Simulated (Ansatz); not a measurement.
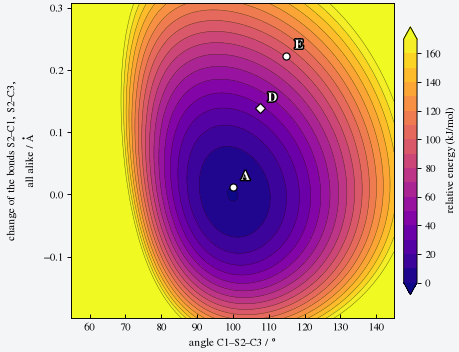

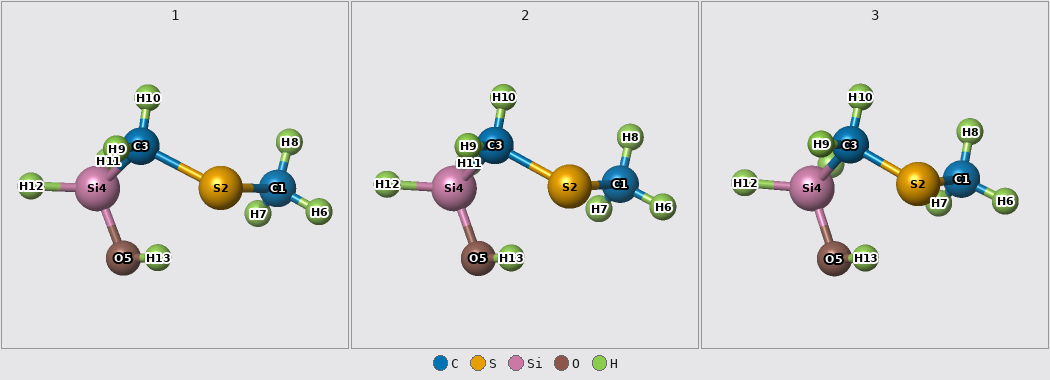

C2H8OSSi, SMILES CSC[SiH2]O. The first coordinate is: angle C1–S2–C3; the second: change of the bonds S2–C1, S2–C3, all alike. Nothing is relaxed (all other coordinates rigid). Grid: 13 × 13 points. Points are written as (first, second). Energies: kJ/mol, counted from the lowest grid point. Level of theory: RKS SPW92 (LDA)/def2-SVP in Ansatz.

Drawn: filled contours, one colour for all values above the top of the scale, lettered points. Between grid points the surface is interpolated. The numbered pictures are the structures at these points, in random order.

> Which structure belongs to which point?

A is structure 3: (99.9°, 0.012 Å), 0 kJ/mol; D is structure 2: (107.4°, 0.138 Å), 38 kJ/mol; E is structure 1: (114.9°, 0.223 Å), 92 kJ/mol.
